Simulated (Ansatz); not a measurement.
# Run report: ZrN₂H₆Cl₂, geometry relaxation (part 3 of 3)

ZrN₂H₆Cl₂; RKS PBE/def2-SVP (Ansatz 0.2.0). It belongs to a series of runs on one base structure; here: end point B relaxed.

Geometry of the input (Å):
```
Zr 0.4175  -0.2528  -0.7622
Cl -1.2539  -0.5726  2.5438
Cl 1.9616  -0.0982  -2.5595
N  -0.4641  1.4748  -0.2077
H  -1.2545  1.5320  0.4494
H  -0.1835  2.4287  -0.4695
N  -0.8782  -1.7984  -0.8441
H  -1.7224  -1.8915  -0.2633
H  -0.7983  -2.6352  -1.4369
H  1.3577  -0.6620  0.7915
H  0.0034  -0.6432  2.0558
```

Trajectory as extended XYZ, continued
```
11
Properties=species:S:1:pos:R:3:forces:R:3 step=23 energy=-29385.48012
Zr   -0.3940   -0.2524   -0.1590   -0.0689   0.0072  -0.0222
Cl   -0.7955   -0.6132    2.1558    0.0014   0.0166  -0.0598
Cl    1.7960   -0.3807   -1.0789   -0.0636   0.0014   0.0094
N    -1.0850    1.6258   -0.5507   -0.0785  -0.0157   0.0142
H    -1.7775    2.1418    0.0146    0.1585  -0.0802  -0.0912
H    -0.9842    2.1122   -1.4536   -0.0458  -0.0484   0.0991
N    -1.4873   -1.6386   -1.1800    0.1070   0.0898  -0.0544
H    -2.4381   -1.9482   -0.9425    0.0019   0.0170  -0.0098
H    -1.2732   -1.9712   -2.1314   -0.0120   0.0128   0.1115
H     3.0549   -1.0720    2.0140   -0.0278  -0.0032   0.0316
H     2.5692   -1.1218    2.6088    0.0279   0.0026  -0.0283
11
Properties=species:S:1:pos:R:3:forces:R:3 step=24 energy=-29385.48287
Zr   -0.4206   -0.2464   -0.1811   -0.0873   0.0072  -0.0440
Cl   -0.7960   -0.5950    2.1347   -0.0036   0.0095   0.0299
Cl    1.7733   -0.3916   -1.0766    0.0199  -0.0131  -0.0120
N    -1.1198    1.6264   -0.5723   -0.4542   0.5250  -0.0202
H    -1.6801    2.2073    0.1003    0.5248  -0.4206  -0.6345
H    -1.1578    2.0664   -1.5193   -0.0740  -0.2328   0.6725
N    -1.5055   -1.6243   -1.2173    0.0049  -0.0641  -0.3094
H    -2.4919   -1.8711   -1.0359    0.2001   0.0537  -0.0768
H    -1.2243   -2.0465   -2.1229   -0.1218   0.1333   0.3994
H     3.1461   -1.0974    2.0965   -0.0049   0.0007  -0.0052
H     2.6619   -1.1462    2.6911   -0.0039   0.0012   0.0004
11
Properties=species:S:1:pos:R:3:forces:R:3 step=25 energy=-29385.50860
Zr   -0.4323   -0.2452   -0.1909   -0.0926  -0.0032  -0.0370
Cl   -0.7925   -0.5867    2.1307    0.0181   0.0105   0.0349
Cl    1.7697   -0.3992   -1.0725    0.0247  -0.0193   0.0125
N    -1.1516    1.6167   -0.5799   -0.5091   0.7751   0.2750
H    -1.5138    2.2845    0.1601    0.4722  -0.7101  -0.9412
H    -1.3337    2.0182   -1.5261    0.0172  -0.1947   0.6686
N    -1.5097   -1.6067   -1.2490    0.1238  -0.1180  -0.3995
H    -2.5081   -1.8261   -1.1190    0.1159   0.0380  -0.0365
H    -1.1667   -2.1238   -2.0835   -0.1605   0.2195   0.4296
H     3.1536   -1.1001    2.1158   -0.0094   0.0003  -0.0005
H     2.6703   -1.1500    2.7113   -0.0004   0.0019  -0.0058
11
Properties=species:S:1:pos:R:3:forces:R:3 step=26 energy=-29385.55863
Zr   -0.4443   -0.2454   -0.1975   -0.0741  -0.0218  -0.0339
Cl   -0.7657   -0.5882    2.1316    0.0147   0.0059   0.0393
Cl    1.7760   -0.4048   -1.0365    0.0208  -0.0093   0.0225
N    -1.1893    1.6040   -0.5811   -0.2729   0.7237   0.3230
H    -1.3336    2.3463    0.1558    0.1897  -0.7036  -0.8051
H    -1.5088    1.9730   -1.4975    0.0675  -0.1340   0.4671
N    -1.5112   -1.5859   -1.2854    0.1341  -0.0075  -0.2129
H    -2.5104   -1.8021   -1.1820   -0.0027   0.0197   0.0128
H    -1.1325   -2.1664   -2.0518   -0.0692   0.1254   0.1923
H     3.1441   -1.0988    2.1230   -0.0082  -0.0002   0.0003
H     2.6611   -1.1501    2.7186    0.0004   0.0017  -0.0054
11
Properties=species:S:1:pos:R:3:forces:R:3 step=27 energy=-29385.59547
Zr   -0.4412   -0.2456   -0.1986   -0.0696  -0.0180  -0.0560
Cl   -0.7424   -0.5896    2.1349    0.0060  -0.0042   0.0504
Cl    1.7972   -0.3973   -0.9905    0.0295  -0.0025   0.0216
N    -1.2023    1.5946   -0.5815   -0.2708   0.5052  -0.1196
H    -1.1769    2.3830    0.1027    0.0059  -0.4338  -0.4874
H    -1.6852    1.9134   -1.4487    0.2590  -0.1578   0.5881
N    -1.5054   -1.5635   -1.3106    0.0497   0.0931  -0.0344
H    -2.5032   -1.7853   -1.2049   -0.0025  -0.0004   0.0288
H    -1.1149   -2.1693   -2.0438   -0.0027   0.0181   0.0106
H     3.1210   -1.1034    2.1212   -0.0039  -0.0004  -0.0014
H     2.6386   -1.1555    2.7170   -0.0004   0.0007  -0.0008
11
Properties=species:S:1:pos:R:3:forces:R:3 step=28 energy=-29385.61727
Zr   -0.4473   -0.2473   -0.2007   -0.0007  -0.0376   0.0023
Cl   -0.7345   -0.6097    2.1347   -0.0070  -0.0108   0.0361
Cl    1.8112   -0.3774   -0.9431    0.0066   0.0169   0.0166
N    -1.2225    1.5845   -0.5789    0.0309   0.5873   0.1282
H    -1.0158    2.4274    0.0084   -0.1736  -0.5849  -0.4837
H    -1.8115    1.8675   -1.3802    0.1476  -0.0296   0.3032
N    -1.5059   -1.5504   -1.3270   -0.0878   0.0320  -0.0045
H    -2.4857   -1.8301   -1.1727    0.1086   0.0084   0.0034
H    -1.1188   -2.1228   -2.0884   -0.0228   0.0189  -0.0020
H     3.0990   -1.1033    2.1244   -0.0030  -0.0003   0.0008
H     2.6171   -1.1567    2.7206    0.0012  -0.0003  -0.0004
11
Properties=species:S:1:pos:R:3:forces:R:3 step=29 energy=-29385.62578
Zr   -0.4324   -0.2430   -0.2103    0.0259   0.0103  -0.0357
Cl   -0.7314   -0.6139    2.1248   -0.0133  -0.0201   0.0192
Cl    1.8409   -0.3384   -0.9118   -0.0012   0.0144   0.0134
N    -1.2020    1.5882   -0.6004   -0.5134   0.3471  -0.4046
H    -0.8945    2.4524   -0.1151   -0.1692  -0.2741  -0.2346
H    -1.9693    1.8224   -1.2764    0.6860  -0.1058   0.6092
N    -1.5031   -1.5369   -1.3342   -0.1301  -0.0402   0.0358
H    -2.4527   -1.8798   -1.1188    0.1707   0.0269  -0.0360
H    -1.1361   -2.0676   -2.1365   -0.0558   0.0428   0.0325
H     3.0736   -1.1244    2.1396   -0.0006   0.0001   0.0013
H     2.5923   -1.1774    2.7362    0.0010  -0.0013  -0.0005
11
Properties=species:S:1:pos:R:3:forces:R:3 step=30 energy=-29385.64213
Zr   -0.4380   -0.2453   -0.2046    0.0068  -0.0289   0.0391
Cl   -0.7517   -0.6523    2.1246   -0.0064  -0.0057  -0.0132
Cl    1.8420   -0.3098   -0.8870    0.0001   0.0173  -0.0034
N    -1.2137    1.5817   -0.5967    0.1083   0.2346  -0.0050
H    -0.8360    2.4597   -0.1972   -0.1371  -0.2470  -0.0942
H    -1.9695    1.8205   -1.2505    0.0401   0.0118   0.0555
N    -1.5127   -1.5360   -1.3261   -0.0741  -0.1011  -0.0755
H    -2.4227   -1.9478   -1.0653    0.1683   0.0401  -0.0616
H    -1.1763   -1.9922   -2.1896   -0.1056   0.0802   0.1565
H     3.0727   -1.1215    2.1465   -0.0008   0.0014   0.0010
H     2.5914   -1.1755    2.7430    0.0003  -0.0026   0.0008
11
Properties=species:S:1:pos:R:3:forces:R:3 step=31 energy=-29385.64572
Zr   -0.4167   -0.2532   -0.1875   -0.1090   0.0462  -0.0631
Cl   -0.7696   -0.6670    2.1331    0.0121   0.0041   0.0176
Cl    1.8565   -0.2752   -0.8951    0.0317  -0.0158   0.0067
N    -1.1970    1.5625   -0.6197    0.0517   0.1199   0.0429
H    -0.8566    2.4403   -0.1982   -0.0391  -0.0978  -0.0393
H    -1.9490    1.7931   -1.2792    0.0191  -0.0173   0.0272
N    -1.5174   -1.5154   -1.3127    0.0223  -0.0910  -0.0189
H    -2.4037   -1.9557   -1.0297    0.0435   0.0169  -0.0043
H    -1.2131   -1.9413   -2.1992   -0.0313   0.0361   0.0297
H     3.0667   -1.1236    2.1447   -0.0008   0.0020  -0.0004
H     2.5853   -1.1829    2.7406   -0.0002  -0.0032   0.0020
11
Properties=species:S:1:pos:R:3:forces:R:3 step=32 energy=-29385.64795
Zr   -0.4201   -0.2524   -0.2021   -0.0061  -0.0174   0.0265
Cl   -0.7496   -0.6494    2.1263   -0.0004   0.0007  -0.0248
Cl    1.8611   -0.3037   -0.8890   -0.0018   0.0094  -0.0049
N    -1.1875    1.5694   -0.6292    0.0107   0.0697   0.0371
H    -0.8550    2.4414   -0.1927   -0.0073  -0.0537  -0.0296
H    -1.9603    1.8020   -1.2623    0.0040   0.0007  -0.0088
N    -1.5153   -1.5318   -1.3133   -0.0087  -0.0667  -0.1308
H    -2.3818   -1.9995   -1.0118    0.0635   0.0114  -0.0268
H    -1.2490   -1.8995   -2.2405   -0.0545   0.0472   0.1605
H     3.0617   -1.1176    2.1576   -0.0005   0.0009   0.0004
H     2.5812   -1.1772    2.7542    0.0010  -0.0022   0.0011
11
Properties=species:S:1:pos:R:3:forces:R:3 step=33 energy=-29385.64876
Zr   -0.4289   -0.2463   -0.2031   -0.0100   0.0109   0.0210
Cl   -0.7579   -0.6473    2.1235    0.0033  -0.0058  -0.0130
Cl    1.8519   -0.2919   -0.8928   -0.0028   0.0074  -0.0008
N    -1.1937    1.5780   -0.6253   -0.0049   0.0318  -0.0249
H    -0.8470    2.4492   -0.2010   -0.0011  -0.0183  -0.0025
H    -1.9558    1.8158   -1.2705    0.0166  -0.0087   0.0174
N    -1.5214   -1.5273   -1.3155   -0.0260  -0.0850  -0.0295
H    -2.3574   -2.0365   -0.9948    0.0564   0.0399  -0.0330
H    -1.2510   -1.8954   -2.2388   -0.0309   0.0287   0.0650
H     3.0632   -1.1276    2.1593   -0.0011   0.0010  -0.0001
H     2.5832   -1.1890    2.7562    0.0004  -0.0020   0.0006
11
Properties=species:S:1:pos:R:3:forces:R:3 step=34 energy=-29385.64914
Zr   -0.4278   -0.2489   -0.2005   -0.0104   0.0069  -0.0063
Cl   -0.7584   -0.6555    2.1237    0.0022  -0.0034   0.0028
Cl    1.8515   -0.2852   -0.8950    0.0009   0.0018   0.0024
N    -1.1908    1.5755   -0.6265   -0.0095   0.0086  -0.0190
H    -0.8416    2.4465   -0.2050    0.0052  -0.0012   0.0053
H    -1.9539    1.8133   -1.2701    0.0096  -0.0062   0.0111
N    -1.5197   -1.5316   -1.3122   -0.0319  -0.0335   0.0049
H    -2.3606   -2.0342   -0.9965    0.0368   0.0224  -0.0111
H    -1.2597   -1.8884   -2.2411   -0.0024   0.0054   0.0098
H     3.0629   -1.1234    2.1615   -0.0008   0.0011  -0.0001
H     2.5834   -1.1865    2.7587    0.0003  -0.0021   0.0002
11
Properties=species:S:1:pos:R:3:forces:R:3 step=35 energy=-29385.64924
Zr   -0.4291   -0.2478   -0.2026    0.0028   0.0030  -0.0057
Cl   -0.7562   -0.6573    2.1216   -0.0003  -0.0012   0.0027
Cl    1.8507   -0.2824   -0.8954   -0.0007   0.0008   0.0021
N    -1.1892    1.5777   -0.6290   -0.0110  -0.0010  -0.0068
H    -0.8379    2.4478   -0.2074    0.0058   0.0014   0.0035
H    -1.9572    1.8162   -1.2661    0.0037  -0.0009   0.0017
N    -1.5198   -1.5337   -1.3118   -0.0161  -0.0098   0.0084
H    -2.3577   -2.0388   -0.9943    0.0127   0.0081  -0.0008
H    -1.2620   -1.8886   -2.2417    0.0033   0.0004  -0.0049
H     3.0612   -1.1235    2.1632   -0.0006   0.0010  -0.0001
H     2.5825   -1.1881    2.7607    0.0003  -0.0019  -0.0001
```

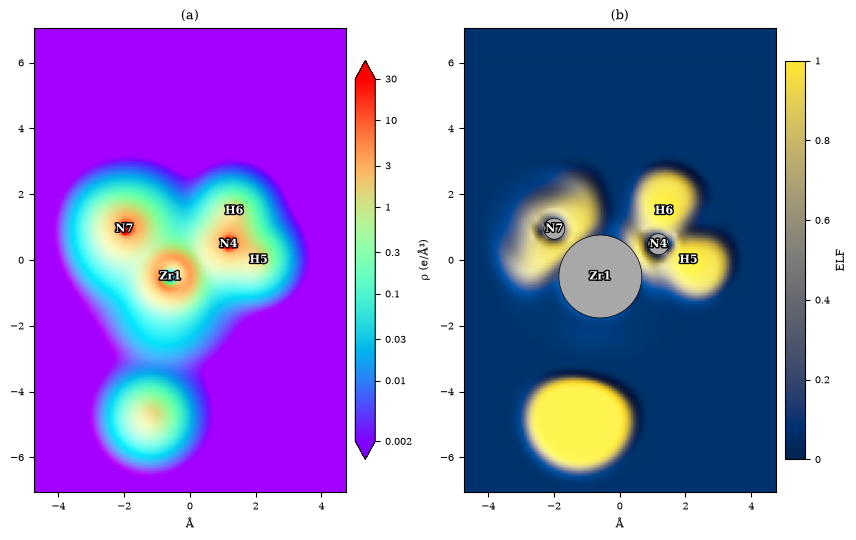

*(a) electron density; (b) electron localisation function on the plane of atoms Zr1, N4 and H5. Grey discs, where drawn, cover atomic cores.*

Zr–N (2.02 Å): ρ is about 0.87 e/Å³ halfway; the ELF peaks at about 0.90 in the valence shell of N, 0.6 Å from its nucleus, and drops to about 0.30 between the two atoms. N–H (1.03 Å): ρ at the midpoint is about 2.7 e/Å³, with its minimum of 2.1 e/Å³ about 0.8 Å from N; the ELF climbs to about 1 towards the hydrogen, as it does in any bond to H (a covalent bond by its length).

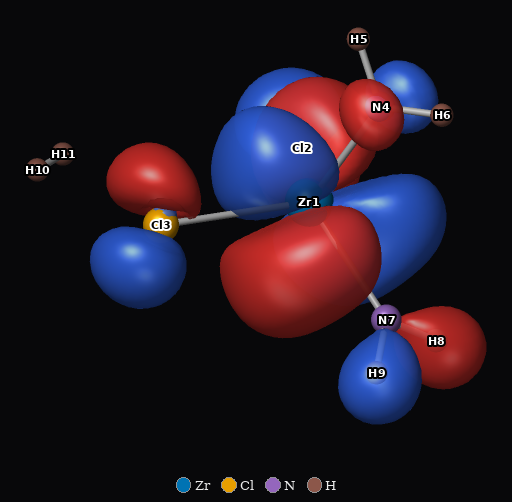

*One frontier orbital at ±0.08 Å⁻³ᐟ² (red and blue are the two phases), seen at a tilt.*

The LUMO, at −2.09 eV. Its weight (Hirshfeld) is mainly on Zr1 (70 %).

Key numbers

| quantity | value |
| --- | --- |
| outcome | converged |
| total energy | −29385.6493 eV |
| mean-field energy | −29385.6493 eV |
| largest force (length of the vector) at the end | 0.021 eV/Å |
| wall time | 69 s (CPU time 4.3 min) |
| peak memory | 0.2 GiB |
